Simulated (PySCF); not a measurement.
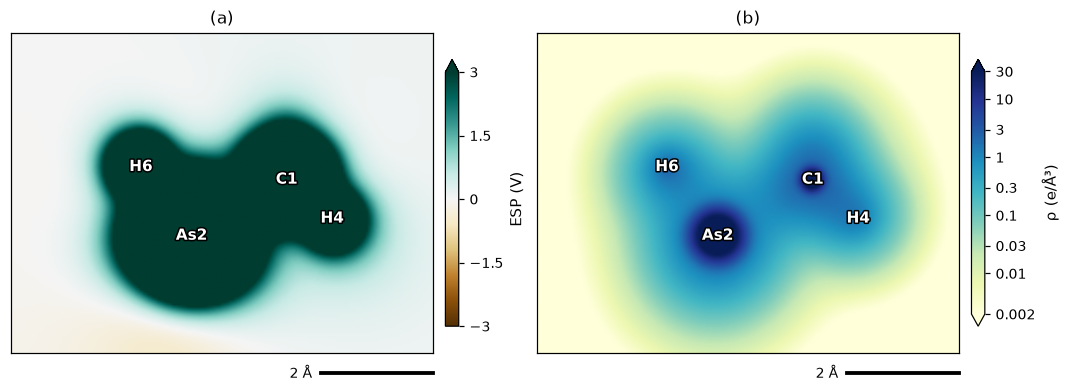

Figure. CH$_{5}$As (methylarsine). (a) molecular electrostatic potential; (b) total electron density on the plane of atoms C1, As2 and H6.

Geometry: PBE0-D3(BJ)/def2-SVP.

Computed with PySCF 2.14.0, wB97X-D/def2-SVPD, SCF density, gas phase.

Input

```
{"job": {"kind": "uv", "xc": "wB97X-D", "basis": "def2-SVPD", "ip": true}, "charge": 0, "multiplicity": 1}
C     -0.757562    -0.140183    -0.070723
As     1.114747     0.046327    -0.663450
H     -1.375026     0.575763    -0.631544
H     -1.102697    -1.154758    -0.315964
H     -0.884583     0.034885     1.005023
H      1.388007     1.342763     0.095273
H      1.715644    -0.796986     0.458676
```

Command:

```sh
OMP_NUM_THREADS=1 python probes_run.py task.json out
```

> Describe what can be read from this map.

The section cuts through C, As and H sites.
C–As (1.97 Å): ρ at the midpoint is about 0.92 e/Å³.
C–H (1.10 Å): ρ at the midpoint is about 1.9 e/Å³.
As–H (1.53 Å): ρ at the midpoint is about 1.1 e/Å³.
Outside the dense part of the molecule the potential is most negative (−0.5 V) near As2.
